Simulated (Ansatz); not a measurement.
# B2PLYP/6-31G(d) (spherical functions) run of CH8OSi2 (SMILES C[SiH2][SiH2]O)

What is the electronic atomisation energy of CH8OSi2 at B2PLYP/6-31G* (spherical functions)? 

Program for the calculation: Ansatz 0.2.0.

88 further runs of the same task are left out: 88 set aside as unsound or not needed. Runs told in other sessions of the task aren't counted.

## 1. The structure to begin with

CH8OSi2: 12 atoms, total charge 0, spin state singlet. As SMILES, `C[SiH2][SiH2]O`. Geometry: relaxed at PBE0-D4/def2-TZVP. This is one conformer, not always the lowest.

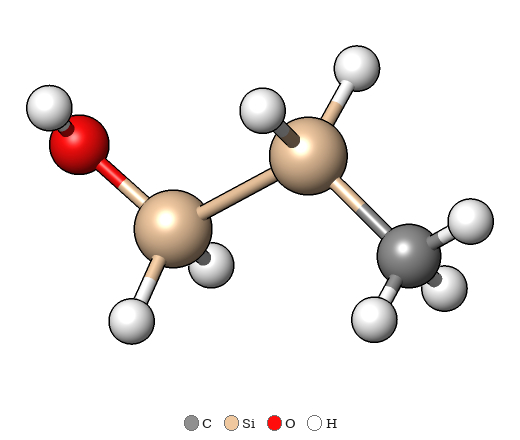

Viewed from a chosen angle; carbon grey, silicon light orange, oxygen red, hydrogen white.

## 2. The energy at B2PLYP/6-31G(d) (spherical functions)

The input, run.yaml:

```yaml
crystal:
  periodic: [false, false, false]
  atoms:
    - symbol: C
      position_ang: [-1.363900, 1.513800, -0.148900]
    - symbol: Si
      position_ang: [-0.392800, 0.194400, 0.769900]
    - symbol: Si
      position_ang: [0.929600, -1.075200, -0.697500]
    - symbol: O
      position_ang: [1.869100, -2.191700, 0.084900]
    - symbol: H
      position_ang: [-0.692800, 2.186400, -0.687200]
    - symbol: H
      position_ang: [-1.958800, 2.110300, 0.546100]
    - symbol: H
      position_ang: [-2.043300, 1.060200, -0.874000]
    - symbol: H
      position_ang: [-1.318500, -0.701500, 1.520400]
    - symbol: H
      position_ang: [0.506600, 0.832900, 1.777800]
    - symbol: H
      position_ang: [1.768000, -0.141100, -1.510100]
    - symbol: H
      position_ang: [0.088400, -1.859400, -1.638400]
    - symbol: H
      position_ang: [2.426500, -1.874200, 0.796300]
basis:
  gaussian: {orbitals: 6-31G_st_-spherical.json}
accuracy: high
hamiltonian: {xc: {name: B2PLYP}}
output: {orbitals: {seedname: orbitals}}
correlation: {frozen_orbitals: {C: 1, H: 0, O: 1, Si: 5}}
```

The basis set 6-31G* is read from a file made from the Basis Set Exchange's data (not shown).

Command:

```console
$ ansatz run run.yaml --threads 1 --pin off --max-ram 2610MiB --events-out events.jsonl --progress --plain --runs-dir runs
```

Log:

```text
Warning: RAYON_NUM_THREADS=1 ignored (pool sized by the plan → 1); use --threads N
Functional definition: B2PLYP
  name "B2PLYP"
  parameter a = 0.53
  parameter c = 0.27
  exchange = (1 - a)*b88_x + a*exact_x
  correlation = (1 - c)*lyp_c + c*(mp2_os + mp2_ss)
1893 factors; integrals over basis functions are off by at most 5.9e-9 eV
mean field evaluation 1: about -18949.8953 eV, gradient 4.7e1 eV
mean field evaluation 2: about -18949.9581 eV, gradient 4.7e1 eV
mean field evaluation 4: about -18954.3048 eV, gradient 4.6e0 eV
mean field evaluation 8: about -18954.3525 eV, gradient 1.8e-1 eV
mean field evaluation 16: about -18954.3526 eV, gradient 8.8e-6 eV
mean field -18954.35260790 eV, -696.5596106186 hartree, gradient 8.7e-8 eV, S^2 0.000000; 0 other end points of the search recorded, 0 dependent functions left out
12 core orbitals not correlated: weight in the atoms' cores, before any rotation towards them, 1.000 or more for the frozen orbitals, at most 0.000 for the correlated occupied ones
reference -18954.35263646 eV, -696.5596116683 hartree; 13, 13 occupied and 55, 55 virtual orbitals, 1893 factors
second order -15.65706012 eV of doubles, -0.00000000 eV of singles
Total energy: -18958.58004269 eV, -696.7149659819 hartree
```

Run time: 6.6 s. Hardware: 1 thread of Intel Xeon 6975P-C (Granite Rapids), shared host; peak memory 0.29 GiB.

## 3. The C atom at the same level

The input, input.yaml:

```yaml
crystal:
  periodic: [false, false, false]
  atoms:
    - {symbol: C, position_ang: [0.000000, 0.000000, 0.000000]}
basis:
  gaussian: {orbitals: 6-31G_st_-spherical.json}
accuracy: high
magnetization: {spin_polarized: true, initial_magnetization: 2}
hamiltonian: {xc: {name: B2PLYP}}
correlation: {frozen_orbitals: {C: 1}}
```

The basis set 6-31G* is read from a file made from the Basis Set Exchange's data (not shown).

Command:

```console
$ ansatz run input.yaml --threads 1 --pin off --max-ram 2610MiB --events-out events.jsonl --progress --plain --runs-dir runs
```

Log, shortened:

```text
Warning: RAYON_NUM_THREADS=1 ignored (pool sized by the plan → 1); use --threads N
[... 6 set-up lines as earlier in the session ...]
96 factors; integrals over basis functions are off by at most 1.1e-9 eV
mean field evaluation 1: about -1028.2752 eV, gradient 3.8e0 eV
mean field evaluation 2: about -1028.2754 eV, gradient 3.8e0 eV
mean field evaluation 4: about -1028.3670 eV, gradient 3.4e-2 eV
mean field evaluation 8: about -1028.3670 eV, gradient 8.3e-6 eV
mean field -1028.36695059 eV, -37.7917883820 hartree, gradient 8.5e-8 eV, S^2 2.002846; 0 other end points of the search recorded, 0 dependent functions left out
1 core orbitals not correlated: weight in the atoms' cores, before any rotation towards them, 1.000 or more for the frozen orbitals, at most 0.000 for the correlated occupied ones
reference -1028.36696200 eV, -37.7917888015 hartree; 3, 1 occupied and 10, 12 virtual orbitals, 96 factors
second order -1.70518574 eV of doubles, -0.00000000 eV of singles
Total energy: -1028.82736216 eV, -37.8087081950 hartree
```

It took 0.2 s on 1 thread of Intel Xeon 6975P-C (Granite Rapids), shared host.

## 4. The H atom

The input, molecule.yaml:

```yaml
crystal:
  periodic: [false, false, false]
  atoms:
    - symbol: H
      position_ang: [0.000000, 0.000000, 0.000000]
basis:
  gaussian:
    orbitals: "6-31G*"
magnetization:
  spin_polarized: true
  initial_magnetization: 1
hamiltonian:
  xc: {name: B2PLYP}
correlation:
  frozen_orbitals: {H: 0}
accuracy: high
```

Run the same way, it converges to -0.49692 Eh (log not shown).

## 5. The O atom, same level

The input, run.yaml:

```yaml
crystal:
  periodic: [false, false, false]
  atoms:
    - {symbol: O, position_ang: [0.000000, 0.000000, 0.000000]}
basis:
  gaussian:
    orbitals: 6-31G_st_-spherical.json
magnetization:
  spin_polarized: true
  initial_magnetization: 2
hamiltonian:
  xc: {name: B2PLYP}
correlation:
  frozen_orbitals: {O: 1}
accuracy: high
```

The basis set 6-31G* is read from a file made from the Basis Set Exchange's data (not shown).

Run the same way, it converges to -75.00324 Eh (log not shown).

## 6. The Si atom, same level

The input, molecule.yaml:

```yaml
crystal:
  periodic: [false, false, false]
  atoms:
    - {symbol: Si, position_ang: [0.000000, 0.000000, 0.000000]}
basis:
  gaussian:
    orbitals: 6-31G_st_-spherical.json
accuracy: high
correlation:
  frozen_orbitals: {Si: 5}
magnetization:
  spin_polarized: true
  initial_magnetization: 2
hamiltonian:
  xc: {name: B2PLYP}
```

The basis set 6-31G* is read from a file made from the Basis Set Exchange's data (not shown).

Command:

```console
$ ansatz run molecule.yaml --threads 1 --pin off --max-ram 2610MiB --events-out events.jsonl --progress --plain --runs-dir runs
```

Log, shortened:

```text
Warning: RAYON_NUM_THREADS=1 ignored (pool sized by the plan → 1); use --threads N
[... 2 set-up lines as earlier in the session ...]
[...]
141 factors; integrals over basis functions are off by at most 2.6e-9 eV
[...]
mean field -7869.90108606 eV, -289.2135305023 hartree, gradient 1.3e-8 eV, S^2 2.003190; 0 other end points of the search recorded, 0 dependent functions left out
5 core orbitals not correlated: weight in the atoms' cores, before any rotation towards them, 1.000 or more for the frozen orbitals, at most 0.000 for the correlated occupied ones
reference -7869.90109953 eV, -289.2135309970 hartree; 3, 1 occupied and 10, 12 virtual orbitals, 141 factors
second order -1.38459771 eV of doubles, -0.00000000 eV of singles
Total energy: -7870.27494091 eV, -289.2272694144 hartree
```

It took 0.42 s on 1 thread of Intel Xeon 6975P-C (Granite Rapids), shared host.

## 7. Results

At B2PLYP/6-31G* (spherical functions), 12 core orbitals frozen:

| quantity | value |
| --- | --- |
| molecule: total energy | -696.71497 Eh |
| molecule: HOMO energy (SCF part's orbitals) | -8.52 eV |
| molecule: LUMO energy (SCF part's orbitals) | 1.07 eV |
| molecule: HOMO–LUMO gap (SCF part's orbitals) | 9.59 eV |
| C atom: total energy | -37.80871 Eh |
| C atom: ⟨S²⟩ | 2.003 |
| H atom: total energy | -0.49692 Eh |
| H atom: ⟨S²⟩ | 0.750 |
| O atom: total energy | -75.00324 Eh |
| O atom: ⟨S²⟩ | 2.003 |
| Si atom: total energy | -289.22727 Eh |
| Si atom: ⟨S²⟩ | 2.003 |
| electronic atomisation energy | 40.086 eV |

What this shows: Taking the molecule apart into free atoms costs 40.09 eV (924 kcal/mol), before zero-point energy and without spin-orbit coupling.
